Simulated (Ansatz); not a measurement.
**Run report: CH₅NOSSi, geometry relaxation (part 2 of 2)**

Continued. System: CH₅NOSSi. Method: RKS PBE-D4/def2-SVP (Ansatz 0.2.0). The geometry: force-field start.

Geometry of the input (Å):
```
O  -1.1690  -0.5075  1.5763
C  0.1188  -0.5504  1.0341
N  0.1626  -1.1903  -0.2193
Si 0.0510  0.0673  -1.2145
S  1.7312  1.2802  -1.3714
H  -1.1920  -0.4614  2.5355
H  0.8747  0.2154  1.3094
H  -0.5188  -1.8544  -0.2784
H  -1.2560  0.8772  -1.0517
H  1.2806  2.0728  -2.3170
```

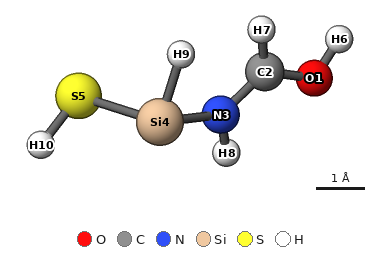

*The geometry at step 16 of the log (ball-and-stick view, seen at a tilt; atoms are numbered from 1 in the order of the input).*

### Trajectory as extended XYZ, continued
```
10
Properties=species:S:1:pos:R:3:forces:R:3 step=6 energy=-23344.79391
O    -1.1180   -0.9458    1.7289    0.3101   0.4079   0.2656
C    -0.1672   -0.4461    0.9146   -0.2403  -0.4896   0.0102
N     0.2115   -1.1109   -0.1710   -0.1102  -0.0506   0.1097
Si   -0.2065    0.1723   -1.5234    0.0490   0.1988  -0.0098
S     1.8342    1.0891   -1.5574   -0.1226   0.0421  -0.0599
H    -1.1656   -0.3431    2.5057   -0.1770  -0.3028  -0.1723
H     0.3624    0.4614    1.2341    0.1883   0.0836  -0.0200
H    -0.2208   -2.0433   -0.2731    0.0970   0.1757   0.0395
H    -0.9199    1.0450   -0.4148   -0.0278   0.0412  -0.2432
H     1.4729    2.0702   -2.4407    0.0336  -0.1063   0.0802
10
Properties=species:S:1:pos:R:3:forces:R:3 step=7 energy=-23344.81142
O    -1.0713   -0.9486    1.7659   -0.0203  -0.1674   0.0293
C    -0.1460   -0.4694    0.9246   -0.0087   0.2047   0.0769
N     0.1763   -1.1017   -0.1898    0.0802  -0.2213   0.2036
Si   -0.2174    0.1998   -1.5355    0.0026  -0.1688  -0.1639
S     1.8127    1.1040   -1.5159    0.0668   0.0173   0.0088
H    -1.2162   -0.3242    2.5037    0.1122  -0.0157  -0.0242
H     0.4329    0.4222    1.2121   -0.0474   0.1627   0.0599
H    -0.2102   -2.0501   -0.2525   -0.0921  -0.0422  -0.2281
H    -0.9626    1.0557   -0.4805   -0.1036   0.2314   0.0395
H     1.4849    2.0612   -2.4292    0.0101  -0.0006  -0.0018
10
Properties=species:S:1:pos:R:3:forces:R:3 step=9 energy=-23344.87077
O    -0.9717   -1.1044    1.8875    0.2761   0.2576  -0.3710
C    -0.1951   -0.4641    0.9864    0.0085  -0.1035   0.1445
N     0.1361   -1.0289   -0.1588   -0.3157   0.3323   0.2042
Si   -0.2283    0.2197   -1.6028    0.1010   0.0481   0.0437
S     1.8605    1.0403   -1.5696   -0.0967  -0.0196   0.0445
H    -1.1424   -0.5069    2.6404    0.0383  -0.0168   0.0655
H     0.2007    0.5521    1.2283   -0.1863  -0.4077  -0.1012
H    -0.2028   -1.9927   -0.2867    0.0855   0.0191   0.0630
H    -0.9758    1.2150   -0.6389    0.0966  -0.0861  -0.0768
H     1.6020    2.0188   -2.4828   -0.0072  -0.0233  -0.0165
10
Properties=species:S:1:pos:R:3:forces:R:3 step=10 energy=-23344.91059
O    -0.9094   -1.1842    1.9438    0.0219   0.1301  -0.1556
C    -0.2644   -0.4647    1.0128    0.3082   0.1727   0.0600
N     0.0760   -0.9689   -0.1497   -0.3555   0.1431   0.1209
Si   -0.2238    0.2593   -1.6184    0.0760   0.0017  -0.1551
S     1.8819    1.0264   -1.5944    0.0112  -0.0081   0.0362
H    -1.0893   -0.6144    2.7171    0.0363  -0.0544   0.0169
H     0.0064    0.5982    1.2180   -0.1700  -0.3889   0.0088
H    -0.1480   -1.9660   -0.2885    0.1223   0.0960   0.0453
H    -0.9008    1.2998   -0.6783   -0.0506  -0.0217   0.0364
H     1.6545    1.9634   -2.5594    0.0003  -0.0704  -0.0138
10
Properties=species:S:1:pos:R:3:forces:R:3 step=11 energy=-23344.94743
O    -0.8560   -1.2629    1.9733    0.2144   0.3396  -0.1853
C    -0.3108   -0.4483    1.0481   -0.0282   0.3100  -0.1026
N     0.0125   -0.8650   -0.1508   -0.2775  -0.7086   0.1914
Si   -0.2358    0.3272   -1.6573    0.1635  -0.0595   0.0950
S     1.9114    0.9842   -1.5896   -0.1759   0.1839  -0.2005
H    -1.0249   -0.7500    2.7917    0.0697  -0.1044  -0.1332
H    -0.1787    0.6475    1.2560   -0.1694  -0.5823   0.0282
H    -0.0565   -1.8981   -0.3066    0.0790   0.6937   0.1535
H    -0.8929    1.3744   -0.7191   -0.0350   0.0851   0.0643
H     1.7147    1.8399   -2.6426    0.1593  -0.1575   0.0893
10
Properties=species:S:1:pos:R:3:forces:R:3 step=12 energy=-23344.98482
O    -0.8062   -1.3059    1.9930    0.0513   0.1552  -0.0324
C    -0.3594   -0.4519    1.0596    0.0072   0.4166   0.0649
N    -0.0413   -0.8404   -0.1438    0.0689  -0.5241  -0.0251
Si   -0.2480    0.3654   -1.6423   -0.0568   0.0302  -0.1776
S     1.8935    1.0285   -1.5981    0.0517   0.2887  -0.2961
H    -0.9786   -0.8146    2.8225    0.0469  -0.0824  -0.1037
H    -0.3031    0.6455    1.2757   -0.1224  -0.4839  -0.0012
H    -0.0205   -1.8752   -0.2919    0.0015   0.6559   0.0607
H    -0.9080    1.4184   -0.7081    0.0235  -0.0130   0.0965
H     1.8548    1.7792   -2.7636   -0.0718  -0.4432   0.4140
10
Properties=species:S:1:pos:R:3:forces:R:3 step=13 energy=-23345.02766
O    -0.7500   -1.3424    1.9752    0.0359   0.1850  -0.0433
C    -0.3929   -0.4325    1.0544    0.0123   0.1332   0.1431
N    -0.0376   -0.7791   -0.1491   -0.1180  -0.3686   0.0609
Si   -0.2658    0.4274   -1.6391    0.0860   0.1109   0.0108
S     1.8861    1.0432   -1.5478   -0.0721   0.4422  -0.9673
H    -0.9529   -0.8843    2.8156    0.0364  -0.0663  -0.0621
H    -0.4419    0.6578    1.2948   -0.0558  -0.4064  -0.0682
H     0.0567   -1.8037   -0.3083    0.0060   0.4718   0.0703
H    -0.8933    1.4605   -0.6538   -0.0132  -0.0278  -0.0111
H     1.8747    1.6020   -2.8390    0.0825  -0.4740   0.8669
10
Properties=species:S:1:pos:R:3:forces:R:3 step=15 energy=-23345.14623
O    -0.6471   -1.4220    1.9693    0.0195   0.0218  -0.0040
C    -0.4757   -0.4325    1.0820   -0.1225  -0.0494   0.1855
N    -0.0665   -0.6530   -0.1254    0.2034  -0.1072  -0.1537
Si   -0.2865    0.5701   -1.6049   -0.0023   0.0396  -0.0521
S     1.8813    1.1018   -1.6135   -0.0428   0.1120  -0.1647
H    -0.9433   -1.0450    2.8205    0.0367  -0.0190  -0.0126
H    -0.7462    0.6057    1.3542   -0.0441  -0.0348   0.0108
H     0.2691   -1.6107   -0.3233   -0.1234   0.1139   0.0604
H    -0.8439    1.5998   -0.5834    0.0343   0.0207   0.0030
H     1.9419    1.2346   -2.9726    0.0411  -0.0976   0.1274
10
Properties=species:S:1:pos:R:3:forces:R:3 step=16 energy=-23345.17333
O    -0.6004   -1.4542    1.9620   -0.0331   0.2481  -0.1343
C    -0.5215   -0.4363    1.0867    0.2969  -0.2505  -0.3283
N    -0.0477   -0.5984   -0.1171   -0.4415  -0.0939   0.5272
Si   -0.2957    0.6307   -1.6045    0.0277   0.0351   0.0054
S     1.8598    1.1945   -1.6411    0.0001   0.0685  -0.2540
H    -0.8863   -1.1070    2.8300   -0.0175  -0.0485  -0.0469
H    -0.9001    0.5678    1.3632    0.0500  -0.0624   0.0343
H     0.2883   -1.5543   -0.3196    0.0830   0.1246   0.0355
H    -0.8039    1.6640   -0.5602    0.0315   0.0078  -0.0488
H     1.9903    1.0420   -2.9963    0.0029  -0.0289   0.2099
10
Properties=species:S:1:pos:R:3:forces:R:3 step=17 energy=-23345.18759
O    -0.5925   -1.4691    1.9559   -0.0020   0.1853  -0.1278
C    -0.5216   -0.4396    1.0932    0.0845  -0.1178   0.0272
N    -0.0572   -0.5824   -0.1097   -0.2765   0.0439   0.2901
Si   -0.3023    0.6405   -1.6062    0.0448   0.0002  -0.0994
S     1.8481    1.2233   -1.6555   -0.0098   0.0634  -0.1125
H    -0.8854   -1.1386    2.8277   -0.0121  -0.0334  -0.0427
H    -0.9051    0.5541    1.3995    0.0444  -0.0533  -0.0310
H     0.2998   -1.5262   -0.3125    0.1039  -0.0401  -0.0463
H    -0.8081    1.7026   -0.5994    0.0303  -0.0114   0.0504
H     2.0075    0.9843   -2.9900   -0.0075  -0.0367   0.0919
10
Properties=species:S:1:pos:R:3:forces:R:3 step=19 energy=-23345.19832
O    -0.5122   -1.4948    1.9556   -0.0568   0.1281  -0.0884
C    -0.5494   -0.4522    1.1091    0.1142  -0.1684  -0.0243
N    -0.0914   -0.5347   -0.0969   -0.0023   0.1615   0.0606
Si   -0.3230    0.7086   -1.6235    0.0240  -0.0183  -0.0081
S     1.8188    1.3401   -1.7248   -0.1394  -0.0818  -0.0262
H    -0.8728   -1.2241    2.8221    0.0016  -0.0135  -0.0110
H    -1.0016    0.4982    1.4480   -0.0106   0.0254  -0.0308
H     0.3539   -1.4352   -0.3279   -0.0028  -0.0257   0.0362
H    -0.7797    1.8046   -0.6294    0.0539  -0.0498   0.0457
H     2.0404    0.7382   -2.9291    0.0182   0.0425   0.0464
10
Properties=species:S:1:pos:R:3:forces:R:3 step=20 energy=-23345.20313
O    -0.5629   -1.4854    1.9572   -0.0089   0.0557  -0.0113
C    -0.5297   -0.4459    1.1109   -0.0344  -0.0427   0.0120
N    -0.0702   -0.5548   -0.0914    0.0790  -0.0420  -0.0484
Si   -0.3195    0.6684   -1.6123   -0.0122   0.0261  -0.0163
S     1.8039    1.3227   -1.7265    0.0392   0.0079  -0.0484
H    -0.9118   -1.1923    2.8213    0.0084  -0.0112  -0.0157
H    -0.9480    0.5277    1.4305    0.0125  -0.0013  -0.0024
H     0.3381   -1.4759   -0.3143   -0.0157   0.0127   0.0392
H    -0.7682    1.7426   -0.5907    0.0160  -0.0001  -0.0135
H     2.0513    0.8420   -2.9817   -0.0838  -0.0051   0.1047
10
Properties=species:S:1:pos:R:3:forces:R:3 step=21 energy=-23345.20395
O    -0.5686   -1.4811    1.9503   -0.0030   0.0442  -0.0047
C    -0.5221   -0.4448    1.1020    0.0005  -0.0298  -0.0347
N    -0.0561   -0.5598   -0.0980   -0.0128  -0.0711   0.0341
Si   -0.3141    0.6652   -1.6143   -0.0026   0.0858   0.0588
S     1.8015    1.3382   -1.7090   -0.0257   0.0247   0.0223
H    -0.9152   -1.1821    2.8131    0.0027  -0.0091  -0.0057
H    -0.9319    0.5351    1.4148    0.0088  -0.0170   0.0046
H     0.3412   -1.4866   -0.3177   -0.0071   0.0249   0.0321
H    -0.7607    1.7366   -0.5886   -0.0397  -0.0163  -0.0068
H     2.0090    0.8282   -2.9497    0.0788  -0.0364  -0.0999
10
Properties=species:S:1:pos:R:3:forces:R:3 step=22 energy=-23345.20578
O    -0.5582   -1.4860    1.9494   -0.0189  -0.0007   0.0291
C    -0.5266   -0.4469    1.1054    0.0177   0.0086  -0.0301
N    -0.0607   -0.5503   -0.0947    0.0305  -0.0414  -0.0273
Si   -0.3203    0.6803   -1.6127   -0.0183   0.0243   0.0222
S     1.7946    1.3550   -1.7276    0.0094  -0.0419  -0.0909
H    -0.9140   -1.1973    2.8121    0.0075  -0.0086  -0.0112
H    -0.9424    0.5271    1.4260   -0.0108  -0.0013   0.0041
H     0.3485   -1.4703   -0.3204   -0.0192   0.0180   0.0372
H    -0.7703    1.7508   -0.5879    0.0071  -0.0026  -0.0104
H     2.0324    0.7865   -2.9466   -0.0050   0.0457   0.0774
10
Properties=species:S:1:pos:R:3:forces:R:3 step=23 energy=-23345.20614
O    -0.5710   -1.4872    1.9481    0.0144  -0.0319  -0.0016
C    -0.5263   -0.4462    1.1060   -0.0136  -0.0309   0.0447
N    -0.0485   -0.5500   -0.0891   -0.0011  -0.0002  -0.0154
Si   -0.3155    0.6821   -1.6085   -0.0355  -0.0385  -0.0017
S     1.7929    1.3578   -1.7439    0.0377   0.0265   0.0150
H    -0.9251   -1.2028    2.8126   -0.0023   0.0216  -0.0222
H    -0.9484    0.5241    1.4255   -0.0076   0.0455  -0.0010
H     0.3585   -1.4726   -0.3045    0.0049  -0.0028  -0.0090
H    -0.7583    1.7511   -0.5827    0.0001   0.0162   0.0107
H     2.0248    0.7926   -2.9606    0.0031  -0.0055  -0.0195
10
Properties=species:S:1:pos:R:3:forces:R:3 step=25 energy=-23345.20617 accepted=F
O    -0.5670   -1.4850    1.9522   -0.0196   0.0140  -0.0034
C    -0.5267   -0.4479    1.1049    0.0286  -0.0251   0.0062
N    -0.0485   -0.5565   -0.0904   -0.0275   0.0044   0.0239
Si   -0.3159    0.6777   -1.6028    0.0137  -0.0154  -0.0611
S     1.7945    1.3616   -1.7431   -0.0042  -0.0078  -0.0032
H    -0.9286   -1.1933    2.8112    0.0000  -0.0034  -0.0042
H    -0.9486    0.5263    1.4179    0.0103  -0.0029   0.0027
H     0.3523   -1.4815   -0.3073    0.0154   0.0065   0.0045
H    -0.7534    1.7454   -0.5758   -0.0132   0.0259   0.0270
H     2.0249    0.8021   -2.9639   -0.0036   0.0036   0.0078
10
Properties=species:S:1:pos:R:3:forces:R:3 step=26 energy=-23345.20647
O    -0.5724   -1.4876    1.9509    0.0015  -0.0007  -0.0030
C    -0.5251   -0.4483    1.1071   -0.0014  -0.0014   0.0009
N    -0.0471   -0.5541   -0.0883   -0.0006   0.0049   0.0001
Si   -0.3161    0.6784   -1.6058    0.0039  -0.0056  -0.0023
S     1.7942    1.3604   -1.7454   -0.0016   0.0016   0.0026
H    -0.9325   -1.1971    2.8108   -0.0005   0.0016  -0.0002
H    -0.9442    0.5261    1.4227    0.0008   0.0009   0.0015
H     0.3592   -1.4766   -0.3054   -0.0006  -0.0042   0.0002
H    -0.7560    1.7484   -0.5784   -0.0024   0.0036   0.0032
H     2.0232    0.7993   -2.9652    0.0009  -0.0006  -0.0032
```

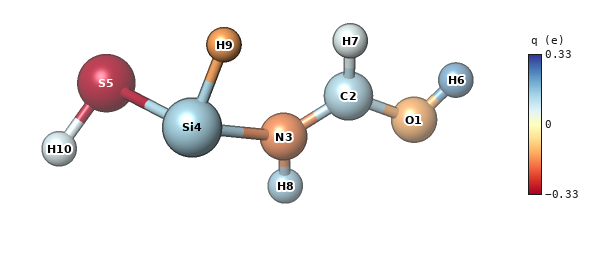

*Mulliken charges, as the colour of each atom (ball-and-stick view, seen at a tilt; atoms are numbered from 1 in the order of the input).*

By element: O −0.13, C +0.13, N −0.17, Si +0.13, S −0.31 and H −0.14 to +0.20 e.
